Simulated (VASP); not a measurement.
Band structure of Li (space group Im-3m). Calculation: PBE GGA, VASP's PBE PAW potentials (set 64) (plane waves; VASP).

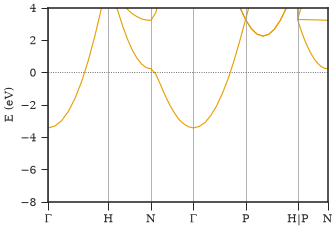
Figure. Bands along high-symmetry lines, zero at the valence-band maximum or, without a gap, the Fermi level

Question: Read the plot: is there a gap, and where are the band edges?

Answer: It has no gap at this level: it comes out as a metal or semimetal.

The structure is a typed Li crystal (Im-3m). The cell was not relaxed at this level.
